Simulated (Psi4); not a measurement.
# BHO2 (oxoborinic acid): TPSS/def2-TZVPP

What is the vertical ionisation energy of BHO2 (oxoborinic acid) at TPSS/def2-TZVPP? Input form: a Python script.

The calculation is run with Psi4 1.11.

### 1 Starting point

BHO2 has 4 atoms, charge 0, and is taken as a singlet. As SMILES, `O=BO`. Geometry: relaxed at PBE0-D4/def2-TZVP.

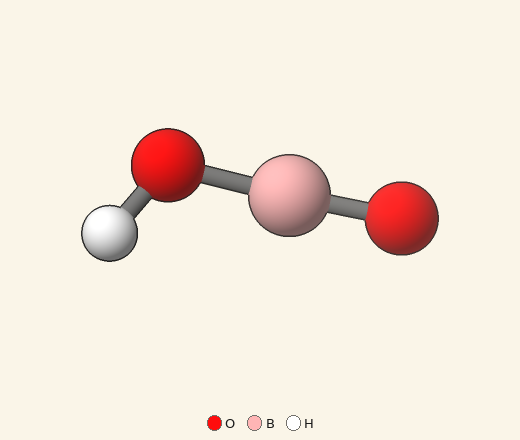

The structure, seen from a chosen angle (oxygen red, boron pink, hydrogen white).

### 2 Energy and forces at TPSS/def2-TZVPP

bho2.py

```python
import psi4

psi4.set_memory('1600 MB')
psi4.set_num_threads(1)
psi4.core.set_output_file('output.dat', False)

molecule = psi4.geometry("""
0 1
O     -1.555100     0.523500     0.428500
B     -0.423900     0.132000     0.248600
O      0.816700    -0.302000     0.108600
H      1.162300    -0.353500    -0.785700
symmetry c1
no_reorient
no_com
""")

options = {'puream': True, 'e_convergence': 1e-09, 'd_convergence': 1e-08, 'scf_type': 'pk', 'dft_radial_points': 99, 'dft_spherical_points': 590}
psi4.set_options(options)

E, wfn = psi4.gradient('tpss/def2-TZVPP', molecule=molecule, return_wfn=True)
print('gradient / Eh bohr^-1')
print(E.np.round(6))
print(f'energy = {wfn.energy():.10f} Eh')
```

Started as:

```console
$ python bho2.py
```

output.dat:

```text
[...]
  Running in c1 symmetry.
[...]
  Nuclear repulsion =   54.005576575383920
[...]
  Multiplicity = 1
[...]
  Nalpha       = 11
  Nbeta        = 11
[...]
    Number of basis functions: 107
[...]
   @RKS iter   1:  -175.69808533245697   -2.57687e-01   9.85821e-03 ADIIS/DIIS
[...]
   @RKS iter  11:  -176.07947723244152   -7.45501e-11   6.41221e-09 DIIS
[...]
    Orbital Energies [Eh]
    ---------------------
    Doubly Occupied:
       1A    -18.958308     2A    -18.868100     3A     -6.640328
       4A     -1.023578     5A     -0.908542     6A     -0.573053
       7A     -0.413660     8A     -0.383570     9A     -0.358183
      10A     -0.299845    11A     -0.287843
[...]
  @RKS Final Energy:  -176.07947723244152
   => Energetics <=
    Nuclear Repulsion Energy =             54.0055765753839196
    One-Electron Energy =                -347.8885134910362922
    Two-Electron Energy =                 139.4987814285870513
    DFT Exchange-Correlation Energy =     -21.6953217453762228
    Empirical Dispersion Energy =           0.0000000000000000
    VV10 Nonlocal Energy =                  0.0000000000000000
    Total Energy =                       -176.0794772324415192
[...]
 Multipole Moments:
 ------------------------------------------------------------------------------------
     Multipole            Electronic (a.u.)      Nuclear  (a.u.)        Total (a.u.)
 ------------------------------------------------------------------------------------
 L = 1.  Multiply by 2.5417464519 to convert [e a0] to [Debye]
 Dipole X            :         14.1761584          -12.9718360            1.2043224
 Dipole Y            :         -4.2980673            3.9277958           -0.3702715
 Dipole Z            :         -9.7489655            8.9839470           -0.7650185
 Magnitude           :                                                    1.4740240
[...]
  -Total Gradient:
     Atom            X                  Y                   Z
    ------   -----------------  -----------------  -----------------
       1        0.016579995381    -0.005682019247    -0.003323802583
       2       -0.006619706623     0.002164959803     0.002597181240
       3       -0.007324561405     0.003058500568    -0.005283398692
       4       -0.002638280922     0.000459516729     0.006009514429
[...]
```

On the terminal:

```text
gradient / Eh bohr^-1
[[ 0.01658  -0.005682 -0.003324]
 [-0.00662   0.002165  0.002597]
 [-0.007325  0.003059 -0.005283]
 [-0.002638  0.00046   0.00601 ]]
energy = -176.0794772324 Eh
```

Wall time 22 s (1 thread of AMD EPYC 9B45 (Zen 5), shared host); peak memory 0.6 GiB.

### 3 The doublet cation: the energy at UTPSS/def2-TZVPP

run.py

```python
import psi4

psi4.set_memory(1600000000)
psi4.set_num_threads(1)
psi4.set_output_file('psi4.out', False)

mol = psi4.geometry("""
1 2
O     -2.93871310     0.98927163     0.80974764
B     -0.80105490     0.24944385     0.46978591
O      1.54333933    -0.57069729     0.20522426
H      2.19642867    -0.66801819    -1.48475782
units au
symmetry c1
""")

psi4.set_options({
    'basis': 'def2-TZVPP',
    'reference': 'uks',
    'puream': True,
    'e_convergence': 1e-09,
    'd_convergence': 1e-08,
    'scf_type': 'pk',
    'dft_radial_points': 99,
    'dft_spherical_points': 590,
    'maxiter': 100,
})

e, wfn = psi4.energy("tpss", return_wfn=True)
print('E =', round(e, 9))
```

Started as:

```console
$ python run.py
```

psi4.out:

```text
[...]
  Running in c1 symmetry.
[...]
  Nuclear repulsion =   54.005576512366055
[...]
  Multiplicity = 2
[...]
  Nalpha       = 11
  Nbeta        = 10
[...]
    Number of basis functions: 107
[...]
   @UKS iter   1:  -175.48995339742703   -4.95552e-02   6.13313e-03 ADIIS/DIIS
[...]
   @UKS iter  14:  -175.63761324132602   -9.37916e-13   8.14355e-10 DIIS
[...]
   @S^2 Observed:                7.583258445E-01
[...]
    Orbital Energies [Eh]
    ---------------------
    Alpha Occupied:
       1A    -19.296754     2A    -19.282917     3A     -7.000578
       4A     -1.344768     5A     -1.313626     6A     -0.879809
       7A     -0.736995     8A     -0.729330     9A     -0.718867
      10A     -0.678262    11A     -0.657420
    Alpha Virtual:
      12A     -0.288208    13A     -0.283042    14A     -0.275526
      15A     -0.181758    16A     -0.087366    17A     -0.085513
      18A     -0.051972    19A     -0.044918    20A      0.074518
      21A      0.094901    22A      0.113418    23A      0.145900
      24A      0.173289    25A      0.181330    26A      0.270805
[...]
  @UKS Final Energy:  -175.63761324132602
   => Energetics <=
    Nuclear Repulsion Energy =             54.0055765123660549
    One-Electron Energy =                -340.2534140043455295
    Two-Electron Energy =                 131.9564792449669994
    DFT Exchange-Correlation Energy =     -21.3462549943135649
    Empirical Dispersion Energy =           0.0000000000000000
    VV10 Nonlocal Energy =                  0.0000000000000000
    Total Energy =                       -175.6376132413260223
[...]
 Multipole Moments:
 ------------------------------------------------------------------------------------
     Multipole            Electronic (a.u.)      Nuclear  (a.u.)        Total (a.u.)
 ------------------------------------------------------------------------------------
 L = 1.  Multiply by 2.5417464519 to convert [e a0] to [Debye]
 Dipole X            :         -0.6705953            1.4880401            0.8174448
 Dipole Y            :          0.2245139           -0.4555203           -0.2310065
 Dipole Z            :          0.1997725           -0.9694934           -0.7697209
 Magnitude           :                                                    1.1463203
[...]
```

On the terminal:

```text
E = -175.637613241
```

Wall time 35 s (1 thread of AMD EPYC 9B45 (Zen 5), shared host); peak memory 0.6 GiB.

### 4 Outcome

At TPSS/def2-TZVPP:

```
                                          quantity          value
                        singlet BHO2: total energy  -176.07948 Eh
                       singlet BHO2: dipole moment         3.75 D
                         singlet BHO2: HOMO energy       -7.83 eV
                         singlet BHO2: LUMO energy       -1.10 eV
                       singlet BHO2: HOMO–LUMO gap        6.73 eV
            singlet BHO2: largest force on an atom     0.917 eV/Å
                      doublet cation: total energy  -175.63761 Eh
doublet cation: HOMO energy (highest over α and β)      -17.48 eV
 doublet cation: LUMO energy (lowest over α and β)      -16.18 eV
                              doublet cation: ⟨S²⟩          0.758
vertical ionisation energy (to the doublet cation)      12.024 eV
```

What this shows: The vertical ionisation energy comes to 12.02 eV (1160 kJ/mol). The largest force (singlet BHO2) is 0.92 eV/Å: the shape isn't a stationary point for this species at this level. The negative HOMO energy of the first species, 7.83 eV, lies 4.19 eV below that difference.
